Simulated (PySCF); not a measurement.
Molecule: C5H11Te, SMILES C[CH][Te]C(C)C, doublet. Atoms near the plane z = 0.0 Å, at the GFN2-xTB optimised geometry (x, y, z in Å): C1 (-0.7, 2.0, 0.8), C2 (-1.5, 1.1, 0.0), Te3 (-1.3, -1.0, 0.0), C4 (0.9, -1.0, 0.0), C6 (1.4, -2.4, 0.1), H7 (0.3, 1.6, 1.0), H9 (-0.7, 3.0, 0.4), H10 (-2.5, 1.4, -0.2), H11 (1.2, -0.4, 0.9), H15 (2.5, -2.4, 0.1), H16 (1.0, -2.9, 1.0), H17 (1.1, -3.0, -0.8).

Method: unrestricted PBE0/def2-SVP, def2 effective core potentials past Kr in PySCF 2.14.0. The core electrons that the potentials of Te replace are not part of the density. Cells within 0.4 Å of a nucleus heavier than hydrogen are left out (blank, or x). The values are rescaled to run from 0 to 1.

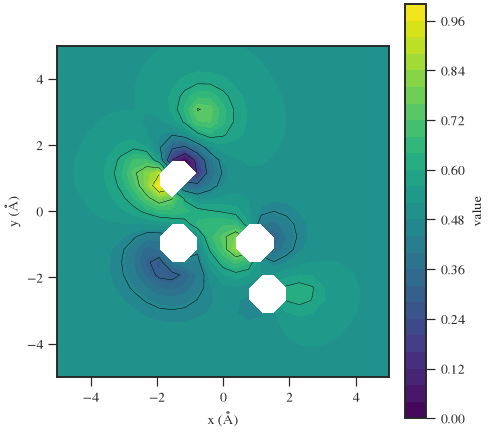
Figure. a field on the plane z = 0.0 Å.

### Question
Which quantity is mapped?
A) electrostatic potential
B) an orbital amplitude
C) Laplacian of the electron density
D) log10 of the electron density

### Answer
B, an orbital amplitude. In full: HOMO−1 amplitude (α) (bohr^(-3/2)).
